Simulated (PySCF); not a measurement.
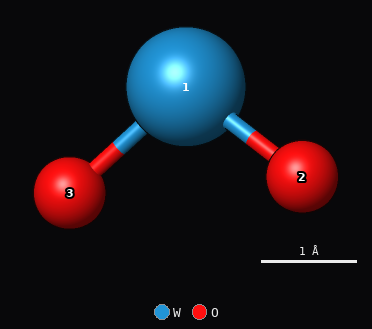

The structure as given in the input (ball-and-stick view, seen at an oblique angle; atoms are numbered from 1 in the order of the input). Sticks mark near contacts. Bond lengths as drawn: O–W 1.70 Å.

WO₂: frequency calculation

System: WO₂.
Method: RKS-based BP86, W def2-TZVP with ECP60, O def2-TZVP; non-relativistic Hamiltonian with a scalar-relativistic core potential; density fitting (PySCF 2.14.0).

## What the program printed
```
init E= -217.763581178755
  HOMO = -0.21159483191882  LUMO = -0.171435770657656  gap/eV = 1.09278
cycle= 1 E= -217.763581178738  delta_E= 1.7e-11  |g|= 9.76e-06  |ddm|= 7.3e-06
  HOMO = -0.211595953056111  LUMO = -0.171436686944122  gap/eV = 1.09279
Extra cycle  E= -217.763581178246  delta_E= 4.92e-10  |g|= 5.19e-05  |ddm|= 3.21e-05
converged SCF energy = -217.763581178246
```

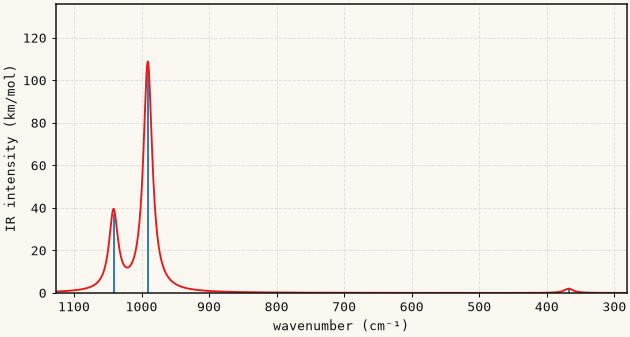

Harmonic infrared spectrum, unscaled: sticks (degenerate modes added up, dark ones marked on the axis) with a Lorentzian envelope of 16 cm⁻¹ full width, scaled to the tallest stick. 3 modes from 368 to 1041 cm⁻¹, none imaginary. The strongest line is at 991 cm⁻¹ (109 km/mol). All modes, in cm⁻¹ (km/mol): 368 (2.0), 991 (109), 1041 (37).

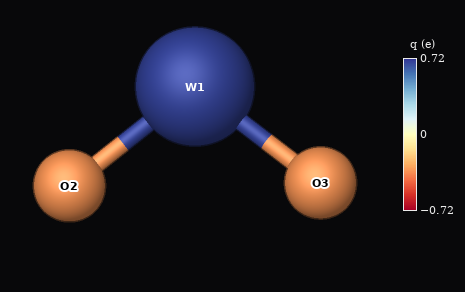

Mulliken charges, as the colour of each atom (ball-and-stick view, seen on its broad side; atoms are numbered from 1 in the order of the input). By element: W +0.68 and O −0.34 e.

The run was set up as follows.

## Input
```python
from pyscf import gto, scf, dft
mol = gto.M(atom='''
W      0.000000     0.000000    -0.154599
O      1.337848     0.000000     0.891190
O     -1.337848     0.000000     0.891190''',
    basis={'W': 'def2-TZVP', 'O': 'def2-TZVP'},
    ecp={'W': 'def2-TZVP'},
    charge=0, spin=0)
mf = dft.RKS(mol, xc='B88,P86')
mf.grids.atom_grid = (75, 302)
aux = {'W': 'def2-universal-JKFIT', 'O': 'def2-universal-JKFIT'}
mf = mf.density_fit(auxbasis=aux)
mf.conv_tol = 1e-09
mf.diis_space = 10
mf.max_cycle = 60
mf.verbose = 4
mf.kernel()
```

The script is an equivalent of the set-up of the self-consistent field. The run itself was carried out by a driver, which started from the orbitals of the step before it where there was one and computed the further properties.

Launched with:
```bash
OMP_NUM_THREADS=2 python axn.py task.json out
```

## Summary

| quantity | value |
| --- | --- |
| outcome | converged |
| total energy | −217.763581 hartree |
| HOMO | −5.76 eV |
| LUMO | −4.67 eV |
| zero-point energy | 0.005467 hartree |
| dipole moment | 3.08 D |
| wavenumbers, lowest and highest | 368 and 1041 cm⁻¹ |
| hardware | 2 threads of Arm Neoverse V2, 24 GiB of memory available, shared host |
| wall time | 20 s (CPU time 39 s) |
| peak memory | 0.83 GiB |
